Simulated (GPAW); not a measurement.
**Screening of a field by WGe2As4 monolayer**

Aim: the dipole that a field along the normal induces in WGe2As4 monolayer.

Program: GPAW 26.7.0. Level of theory: GPAW, PAW setups; layer in a repeated cell with vacuum, relaxation of atoms and in-plane cell, in the first sound run; inputs show where later runs differ. Results are calculated unless marked as measured.

### Step 1. Set-up

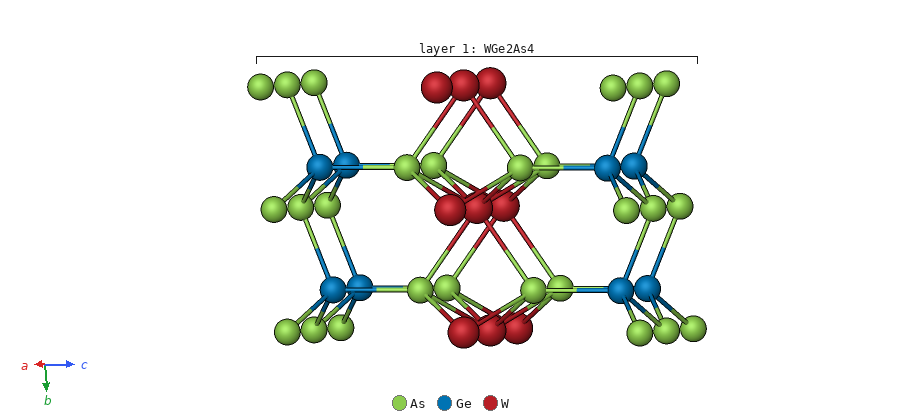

The starting structure, seen from the side, with the c axis across the page (arsenic green, germanium blue, tungsten red). 2×2×1 cells are drawn. Bonds to atoms that aren't drawn are left out. Some periodic images of atoms are drawn too.

The cell holds 7 atoms: 4 As, 2 Ge and 1 W. Cell: a = 3.730 Å, b = 3.730 Å, c = 27.378 Å, α = 90.0°, β = 90.0°, γ = 120.0°. Vacuum lies along c.

### Step 2. Relaxation

The atoms are relaxed first, since the surface dipole, and with it the work function, follows the positions of the outer layers.

Contents of run.py:

```python
import json
import numpy as np
from ase import Atoms
from ase.filters import FrechetCellFilter
from ase.optimize import BFGS
from gpaw import GPAW, PW

slab = Atoms(
    ['As', 'Ge', 'As', 'W', 'As', 'Ge', 'As'],
    positions=[
        [0.00000, 0.00000, 9.00000],
        [-0.00000, 2.15352, 9.86300],
        [-0.00000, 2.15352, 12.18300],
        [0.00000, 0.00000, 13.68924],
        [-0.00000, 2.15352, 15.19547],
        [-0.00000, 2.15352, 17.51547],
        [0.00000, 0.00000, 18.37847]],
    cell=[[3.73, 0.0, 0.0], [-1.865, 3.23027, 0.0], [0.0, 0.0, 27.3785]],
    pbc=[True, True, True])

slab.calc = GPAW(mode=PW(600), xc='PBE', kpts={'size': (9, 9, 1), 'gamma': True},
                 occupations={'name': 'fermi-dirac', 'width': 0.05}, nbands='200%',
                 convergence={'density': 1e-05}, maxiter=200,
                 symmetry={'tolerance': 1e-3}, txt='slab.txt')
result = {}
# The in-plane cell is free; stress needs a cell that repeats along all three vectors
path = []
opt = BFGS(FrechetCellFilter(slab, mask=[1, 1, 0, 0, 0, 1]), maxstep=0.2)
opt.attach(lambda: path.append((slab.get_potential_energy(), slab.positions.tolist(), slab.get_forces().tolist())))
result['relaxed'] = bool(opt.run(fmax=0.02, steps=45))
result['path'] = path
result['cell'] = slab.cell.tolist()
print('in-plane lattice', slab.cell.cellpar().round(4)[[0, 1, 5]])
energy = slab.get_potential_energy()
fermi = slab.calc.get_fermi_level()
v = slab.calc.get_electrostatic_potential().mean((0, 1)) - fermi
n = slab.calc.get_pseudo_density().mean((0, 1))
L = slab.cell[2, 2]
z = np.arange(len(v)) * L / len(v)
low, high = slab.positions[:, 2].min(), slab.positions[:, 2].max()
below, above = np.interp([low - 6.8, high + 6.8], z, v)
slopes = [np.interp(x, z, np.gradient(v, z)) for x in (low - 6.8, high + 6.8)]
eps = np.array([[slab.calc.get_eigenvalues(k, s) for k in range(len(slab.calc.get_ibz_k_points()))]
                for s in range(slab.calc.get_number_of_spins())]) - fermi
top, bottom = eps[eps < 0].max(), eps[eps > 0].min()
dipole = slab.get_dipole_moment()[2]
print(f'energy {energy:.4f} eV, Fermi level {fermi:.4f} eV, dipole {dipole:.5f} e A')
print(f'potential 6.8 A off the faces, from the Fermi level: lower {below:.4f} eV, upper {above:.4f} eV')
print(f'slope of the potential there: lower {slopes[0]:.5f}, upper {slopes[1]:.5f} eV/A')
print(f'nearest levels on the mesh: {top:.4f} and {bottom:.4f} eV')
print('magnetic moment', round(slab.get_magnetic_moment(), 3))
result.update(energy=energy, fermi=fermi, dipole=dipole, below=below, above=above, slopes=slopes, edges=[top, bottom],
              z=z.tolist(), v=v.tolist(), n=n.tolist(), positions=slab.positions.tolist(),
              forces=slab.get_forces(apply_constraint=False).tolist(), moments=slab.get_magnetic_moments().tolist())
json.dump(result, open('result.json', 'w'))
```

Run with:

```console
> OMP_NUM_THREADS=1 OPENBLAS_NUM_THREADS=1 python run.py
```

The program printed:

```text
Step          Energy          fmax
BFGS:    0      -37.916858        2.967054
BFGS:    1      -38.327607        2.427704
BFGS:    2      -38.899181        0.648674
BFGS:    3      -38.921417        0.459880
BFGS:    4      -38.954738        0.560599
BFGS:    5      -39.022530        0.592535
BFGS:    6      -39.080398        0.445196
BFGS:    7      -39.107258        0.313222
BFGS:    8      -39.114457        0.233044
BFGS:    9      -39.117574        0.196885
BFGS:   10      -39.120126        0.147808
BFGS:   11      -39.123051        0.188553
BFGS:   12      -39.125840        0.168222
BFGS:   13      -39.127578        0.092803
BFGS:   14      -39.128132        0.036257
BFGS:   15      -39.128218        0.006967
in-plane lattice [  3.6856   3.6856 120.    ]
energy -39.1281 eV, Fermi level 0.7744 eV, dipole 0.00092 e A
potential 6.8 A off the faces, from the Fermi level: lower 4.6103 eV, upper 4.6116 eV
slope of the potential there: lower -0.00051, upper -0.00024 eV/A
nearest levels on the mesh: -0.2977 and 0.2768 eV
magnetic moment 0.0
```

Elapsed: 40 min, on 1 thread of Arm Neoverse V1, shared host; peak memory 0.72 GiB.

Numbers from this step:

| Item | Value |
| --- | --- |
| dipole along the normal | 9.24e-4 e·Å |
| levels nearest the Fermi level on the mesh | -0.2977, 0.2768 eV from the Fermi level |

The electrostatic potential energy of an electron (without an applied field's), less the Fermi level, planar mean oscillates, so the rows of the table below give means over windows of 1.8 Å about each position, cut where the curve ends. Its maxima inside the range that stand out by 2 % of the span (Å: eV): 9.2: -8.97, 11.0: 1.91, 12.8: -6.66, 14.5: -6.66, 16.3: 1.92, 18.2: -8.97. Its minima: 8.6: -14.0, 9.8: -13.6, 12.2: -12.9, 13.7: -17.4, 15.1: -12.9, 17.6: -13.6, 18.7: -14.0.

Electrostatic potential energy of an electron (without an applied field's), less the Fermi level, planar mean against z; means over each step:

| z (Å) | electrostatic potential energy of an electron (without an applied field's), less the Fermi level, planar mean (eV) |
| --- | --- |
| 0.90 | 4.61 |
| 2.70 | 4.61 |
| 4.50 | 4.61 |
| 6.30 | 4.43 |
| 8.10 | -5.29 |
| 9.90 | -7.60 |
| 11.70 | -4.79 |
| 13.50 | -11.5 |
| 15.30 | -6.69 |
| 17.10 | -5.25 |
| 18.90 | -7.89 |
| 20.70 | 4.09 |
| 22.50 | 4.61 |
| 24.30 | 4.61 |
| 26.10 | 4.61 |

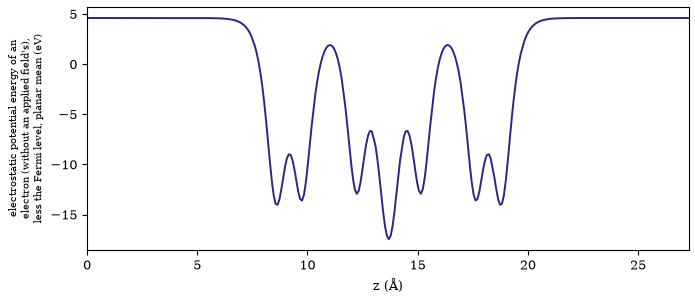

Electrostatic potential energy of an electron (without an applied field's), less the Fermi level, planar mean against z.

The pseudo valence density, planar mean oscillates, so the rows of the table below give means over windows of 2 Å about each position, cut where the curve ends. Its maxima inside the range that stand out by 2 % of the span (Å: e/Å³): 8.2: 0.247, 9.2: 0.415, 10.3: 0.219, 11.8: 0.245, 13.7: 1.15, 15.6: 0.245, 17.1: 0.219, 18.1: 0.415, 19.2: 0.247. Its minima: 8.6: 0.171, 9.8: 0.0607, 11.0: 0.112, 12.1: 0.174, 15.2: 0.174, 16.4: 0.112, 17.6: 0.0607, 18.8: 0.171.

The pseudo valence density, planar mean by z; means over each step:

| z (Å) | pseudo valence density, planar mean (e/Å³) |
| --- | --- |
| 4 | 1.6e-5 |
| 6 | 0.00401 |
| 8 | 0.172 |
| 10 | 0.206 |
| 12 | 0.242 |
| 14 | 0.651 |
| 16 | 0.172 |
| 18 | 0.240 |
| 20 | 0.0975 |
| 22 | 7.1e-4 |
| 24 | 2.9e-6 |

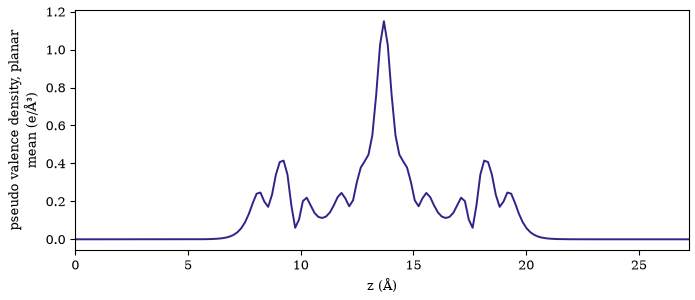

Pseudo valence density, planar mean, plotted against z.

The relaxation lowered the energy of the cell by 1.21 eV (energies extrapolated to zero smearing; the optimiser's log prints free energies). The largest force left on a free atom is 0.0070 eV/Å.

### Step 3. The slab's potential

The work function is the vacuum plateau of the electrostatic potential less the Fermi level; a dipole layer lets the two faces have plateaus of their own.

This step: GPAW, PAW setups; slab in vacuum (GPAW 26.7.0).

The cell differs from the one that the last finished run ended in (c 27.378 → 28.231 Å).

run.py, as its differences from that of step 2:

```diff
@@ -3,4 +3,2 @@
 from ase import Atoms
-from ase.filters import FrechetCellFilter
-from ase.optimize import BFGS
 from gpaw import GPAW, PW
@@ -10,25 +8,18 @@
     positions=[
-        [0.00000, 0.00000, 9.00000],
-        [-0.00000, 2.15352, 9.86300],
-        [-0.00000, 2.15352, 12.18300],
-        [0.00000, 0.00000, 13.68924],
-        [-0.00000, 2.15352, 15.19547],
-        [-0.00000, 2.15352, 17.51547],
-        [0.00000, 0.00000, 18.37847]],
-    cell=[[3.73, 0.0, 0.0], [-1.865, 3.23027, 0.0], [0.0, 0.0, 27.3785]],
-    pbc=[True, True, True])
+        [-0.00000, 0.00000, 9.00000],
+        [-0.00000, 2.12788, 10.18517],
+        [-0.00000, 2.12788, 12.65129],
+        [-0.00000, 0.00000, 14.11543],
+        [-0.00000, 2.12788, 15.57956],
+        [-0.00000, 2.12788, 18.04568],
+        [0.00000, -0.00000, 19.23085]],
+    cell=[[3.68559, -0.0, 0.0], [-1.8428, 3.19181, 0.0], [0.0, 0.0, 28.2308]],
+    pbc=[True, True, False])
 
-slab.calc = GPAW(mode=PW(600), xc='PBE', kpts={'size': (9, 9, 1), 'gamma': True},
+slab.calc = GPAW(mode=PW(400), xc='PBE', kpts={'size': (9, 9, 1), 'gamma': True},
                  occupations={'name': 'fermi-dirac', 'width': 0.05}, nbands='200%',
                  convergence={'density': 1e-05}, maxiter=200,
+                 poissonsolver={'dipolelayer': 'xy'},
                  symmetry={'tolerance': 1e-3}, txt='slab.txt')
 result = {}
-# The in-plane cell is free; stress needs a cell that repeats along all three vectors
-path = []
-opt = BFGS(FrechetCellFilter(slab, mask=[1, 1, 0, 0, 0, 1]), maxstep=0.2)
-opt.attach(lambda: path.append((slab.get_potential_energy(), slab.positions.tolist(), slab.get_forces().tolist())))
-result['relaxed'] = bool(opt.run(fmax=0.02, steps=45))
-result['path'] = path
-result['cell'] = slab.cell.tolist()
-print('in-plane lattice', slab.cell.cellpar().round(4)[[0, 1, 5]])
 energy = slab.get_potential_energy()
```

The program printed:

```text
energy -39.1070 eV, Fermi level 0.6120 eV, dipole 0.00286 e A
potential 6.8 A off the faces, from the Fermi level: lower 4.6202 eV, upper 4.6016 eV
slope of the potential there: lower -0.00018, upper 0.00018 eV/A
nearest levels on the mesh: -0.2976 and 0.2767 eV
magnetic moment 0.0
```

Elapsed: 1.7 min, on 1 thread; peak memory 0.27 GiB.

Numbers from this step:

```yaml
dipole_along_the_normal: 0.002862 e·Å
levels_nearest_the_fermi_level_on_the_mesh: -0.2976, 0.2767 eV from the Fermi level
upper_work_function: 4.602 eV
lower_work_function: 4.620 eV
upper_ionisation_energy: 4.899 eV
```

The electrostatic potential energy of an electron (without an applied field's), less the Fermi level, planar mean oscillates, so the rows of the table below give means over windows of 1.78 Å about each position, cut where the curve ends. Its maxima inside the range that stand out by 2 % of the span (Å: eV): 9.6: -8.94, 11.4: 1.90, 13.3: -6.62, 15.0: -6.63, 16.8: 1.89, 18.6: -8.95. Its minima: 9.0: -14.0, 10.1: -13.6, 12.7: -12.9, 14.1: -17.4, 15.6: -12.9, 18.1: -13.6, 19.2: -14.0.

The electrostatic potential energy of an electron (without an applied field's), less the Fermi level, planar mean by z; means over each step:

| z (Å) | electrostatic potential energy of an electron (without an applied field's), less the Fermi level, planar mean (eV) |
| --- | --- |
| 0.89 | 4.62 |
| 2.67 | 4.62 |
| 4.45 | 4.62 |
| 6.23 | 4.58 |
| 8.01 | -0.405 |
| 9.79 | -11.1 |
| 11.57 | -1.47 |
| 13.35 | -11.4 |
| 15.13 | -10.2 |
| 16.91 | -1.38 |
| 18.69 | -11.6 |
| 20.47 | 1.70 |
| 22.25 | 4.58 |
| 24.03 | 4.60 |
| 25.81 | 4.60 |
| 27.59 | 4.60 |

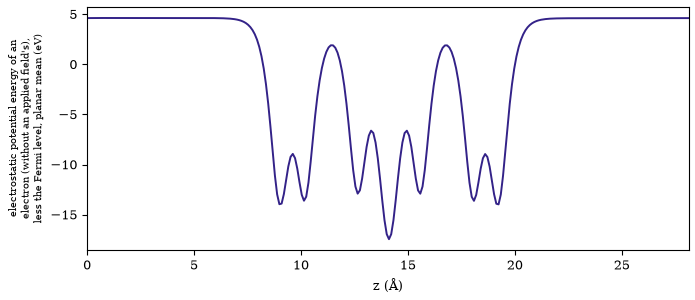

Electrostatic potential energy of an electron (without an applied field's), less the Fermi level, planar mean against z.

The pseudo valence density, planar mean oscillates, so the rows of the table below give means over windows of 1.05 Å about each position, cut where the curve ends. Its maxima inside the range that stand out by 2 % of the span (Å: e/Å³): 8.6: 0.252, 9.6: 0.419, 10.7: 0.222, 12.1: 0.236, 14.2: 1.10, 16.1: 0.236, 17.6: 0.222, 18.6: 0.419, 19.7: 0.252. Its minima: 9.0: 0.172, 10.2: 0.0596, 11.3: 0.114, 12.5: 0.178, 15.7: 0.178, 16.9: 0.114, 18.0: 0.0596, 19.2: 0.172.

Pseudo valence density, planar mean against z; means over each step:

| z (Å) | pseudo valence density, planar mean (e/Å³) |
| --- | --- |
| 4.73 | 1.8e-5 |
| 5.78 | 3.2e-4 |
| 6.83 | 0.00602 |
| 7.88 | 0.0920 |
| 8.93 | 0.245 |
| 9.98 | 0.243 |
| 11.03 | 0.154 |
| 12.08 | 0.191 |
| 13.13 | 0.371 |
| 14.18 | 0.859 |
| 15.23 | 0.328 |
| 16.28 | 0.182 |
| 17.33 | 0.157 |
| 18.38 | 0.266 |
| 19.43 | 0.228 |
| 20.48 | 0.0717 |
| 21.53 | 0.00437 |
| 22.58 | 2.3e-4 |
| 23.63 | 1.3e-5 |

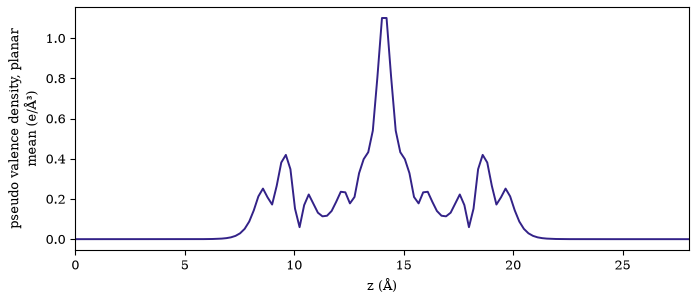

Pseudo valence density, planar mean against z.

The layer is gapped, so the Fermi level lies somewhere inside the gap, set by smearing and numerics, and these work functions are no property of the material; the band edges below the vacuum level are. The potential is flat to 1.8e-4 eV/Å where it is read, so the vacuum is wide enough.

### Step 4. In a field

A uniform field along the normal polarises the slab; the atoms stay fixed, so this is the electronic response alone.

run.py, as its differences from that of step 3:

```diff
@@ -4,2 +4,3 @@
 from gpaw import GPAW, PW
+from gpaw.external import ConstantElectricField
 
@@ -22,2 +23,3 @@
                  poissonsolver={'dipolelayer': 'xy'},
+                 external=ConstantElectricField(-0.2, [0, 0, 1]),
                  symmetry={'tolerance': 1e-3}, txt='slab.txt')
```

The program printed:

```text
energy -39.1231 eV, Fermi level 0.6104 eV, dipole -0.16033 e A
potential 6.8 A off the faces, from the Fermi level: lower 3.3806 eV, upper 5.8480 eV
slope of the potential there: lower -0.00020, upper 0.00015 eV/A
nearest levels on the mesh: -0.2969 and 0.2763 eV
magnetic moment 0.0
```

Run time: 6.9 min. Hardware: 1 thread; peak memory 0.49 GiB.

This step gave:

```
dipole along the normal                                         : -0.1603 e·Å
levels nearest the Fermi level on the mesh                      : -0.2969, 0.2763 eV from the Fermi level
potential below the slab, the applied field's own ramp left out : 3.381 eV from the Fermi level
potential above the slab, the applied field's own ramp left out : 5.848 eV from the Fermi level
```

The electrostatic potential energy of an electron (without an applied field's), less the Fermi level, planar mean oscillates, so the rows of the table below give means over windows of 1.83 Å about each position, cut where the curve ends. Its maxima inside the range that stand out by 2 % of the span (Å: eV): 9.6: -9.80, 11.5: 1.39, 13.3: -6.79, 15.0: -6.46, 16.8: 2.41, 18.6: -8.09, 26.5: 5.85. Its minima: 9.0: -14.9, 10.1: -14.4, 12.7: -13.2, 14.1: -17.4, 15.6: -12.6, 18.1: -12.9, 19.2: -13.0.

The electrostatic potential energy of an electron (without an applied field's), less the Fermi level, planar mean by z; means over each step:

| z (Å) | electrostatic potential energy of an electron (without an applied field's), less the Fermi level, planar mean (eV) |
| --- | --- |
| 0.92 | 3.51 |
| 2.75 | 3.38 |
| 4.58 | 3.38 |
| 6.41 | 3.31 |
| 8.23 | -3.84 |
| 10.07 | -10.1 |
| 11.89 | -3.80 |
| 13.73 | -11.8 |
| 15.55 | -7.22 |
| 17.38 | -3.69 |
| 19.21 | -7.63 |
| 21.05 | 5.15 |
| 22.88 | 5.84 |
| 24.70 | 5.85 |
| 26.54 | 5.85 |

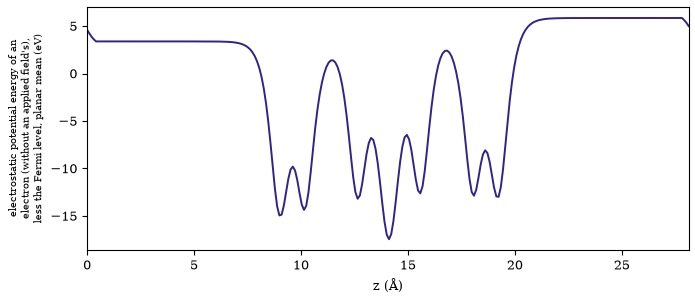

Electrostatic potential energy of an electron (without an applied field's), less the Fermi level, planar mean against z.

Force by atom:

| atom | x (eV/Å) | y (eV/Å) | z (eV/Å) | size |
| --- | --- | --- | --- | --- |
| As1 | 0.0000 | 0.0001 | 0.0012 | 0.0012 |
| Ge2 | 0.0000 | -0.0001 | -0.0100 | 0.0100 |
| As3 | 0.0000 | 0.0000 | -0.0140 | 0.0140 |
| W4 | 0.0001 | 0.0001 | 0.0517 | 0.0517 |
| As5 | 0.0000 | 0.0000 | -0.0249 | 0.0249 |
| Ge6 | 0.0000 | -0.0001 | -0.0207 | 0.0207 |
| As7 | 0.0000 | 0.0001 | 0.0165 | 0.0165 |

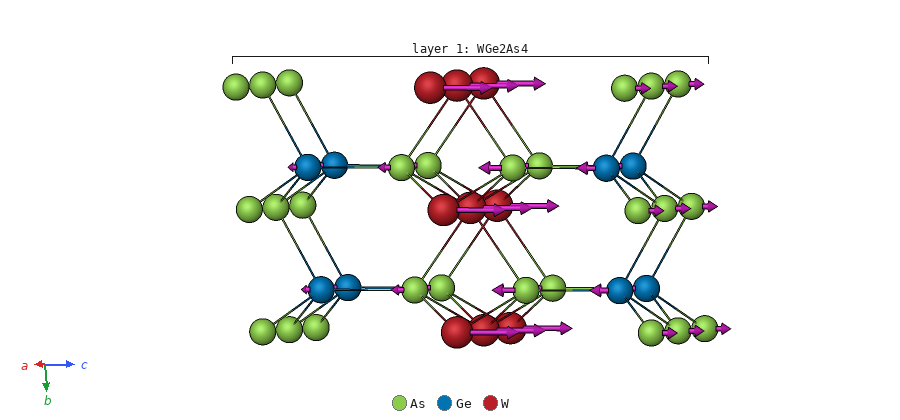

Force as arrows, the longest 0.0517 eV/Å. Bonds to atoms that aren't drawn are left out. 2×2×1 cells are drawn. Some periodic images of atoms are drawn too.

The dipole is now -0.160 e Å, against 0.0029 in the run without a field.

### Step 5. Field on

run.py, as its differences from that of step 4:

```diff
@@ -23,3 +23,3 @@
                  poissonsolver={'dipolelayer': 'xy'},
-                 external=ConstantElectricField(-0.2, [0, 0, 1]),
+                 external=ConstantElectricField(-0.1, [0, 0, 1]),
                  symmetry={'tolerance': 1e-3}, txt='slab.txt')
```

The program printed:

```text
energy -39.1110 eV, Fermi level 0.6116 eV, dipole -0.08017 e A
potential 6.8 A off the faces, from the Fermi level: lower 3.9949 eV, upper 5.2286 eV
slope of the potential there: lower -0.00019, upper 0.00017 eV/A
nearest levels on the mesh: -0.2974 and 0.2766 eV
magnetic moment 0.0
```

The job ended after 6.9 min (1 thread; peak memory 0.49 GiB).

Numbers from this step:

| Quantity | Value |
| --- | --- |
| dipole along the normal | -0.08017 e·Å |
| levels nearest the Fermi level on the mesh | -0.2974, 0.2766 eV from the Fermi level |
| potential below the slab, the applied field's own ramp left out | 3.995 eV from the Fermi level |
| potential above the slab, the applied field's own ramp left out | 5.229 eV from the Fermi level |

The electrostatic potential energy of an electron (without an applied field's), less the Fermi level, planar mean oscillates, so the rows of the table below give means over windows of 1.78 Å about each position, cut where the curve ends. Its maxima inside the range that stand out by 2 % of the span (Å: eV): 9.6: -9.38, 11.5: 1.64, 13.3: -6.70, 15.0: -6.54, 16.8: 2.15, 18.6: -8.52. Its minima: 9.0: -14.5, 10.1: -14.0, 12.7: -13.0, 14.1: -17.4, 15.6: -12.8, 18.1: -13.2, 19.2: -13.5.

The electrostatic potential energy of an electron (without an applied field's), less the Fermi level, planar mean by z; means over each step:

| z (Å) | electrostatic potential energy of an electron (without an applied field's), less the Fermi level, planar mean (eV) |
| --- | --- |
| 0.89 | 4.06 |
| 2.67 | 4.00 |
| 4.45 | 3.99 |
| 6.23 | 3.95 |
| 8.01 | -0.980 |
| 9.79 | -11.5 |
| 11.57 | -1.72 |
| 13.35 | -11.5 |
| 15.13 | -10.1 |
| 16.91 | -1.11 |
| 18.69 | -11.1 |
| 20.47 | 2.29 |
| 22.25 | 5.20 |
| 24.03 | 5.23 |
| 25.81 | 5.23 |
| 27.59 | 5.19 |

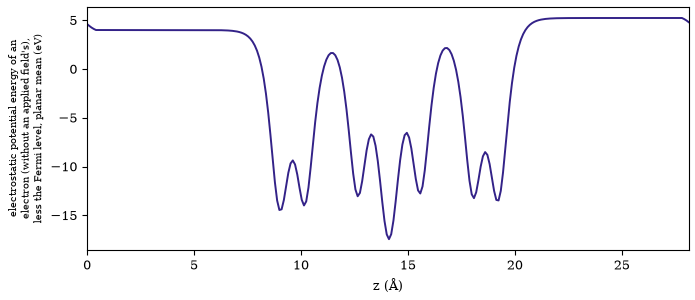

Electrostatic potential energy of an electron (without an applied field's), less the Fermi level, planar mean, plotted against z.

The dipole is now -0.0802 e Å, against 0.0029 in the run without a field.

### Step 6. In a field

run.py, as its differences from that of step 5:

```diff
@@ -23,3 +23,3 @@
                  poissonsolver={'dipolelayer': 'xy'},
-                 external=ConstantElectricField(-0.1, [0, 0, 1]),
+                 external=ConstantElectricField(-0.05, [0, 0, 1]),
                  symmetry={'tolerance': 1e-3}, txt='slab.txt')
```

The program printed:

```text
energy -39.1080 eV, Fermi level 0.6119 eV, dipole -0.04009 e A
potential 6.8 A off the faces, from the Fermi level: lower 4.3026 eV, upper 4.9195 eV
slope of the potential there: lower -0.00018, upper 0.00017 eV/A
nearest levels on the mesh: -0.2976 and 0.2767 eV
magnetic moment 0.0
```

The job ended after 5.8 min (1 thread; peak memory 0.49 GiB).

(Continued in part 2 of 2.)

[Logs are printed without paths, hosts, clocks, repeated set-up lines and the standing remarks that a program may print on its own settings, such as how far it seeks lower states.]

[Hosts, paths, dates, database ids (printed as entryN), source tags and the programs' standing remarks are cut or masked in the printed files.]
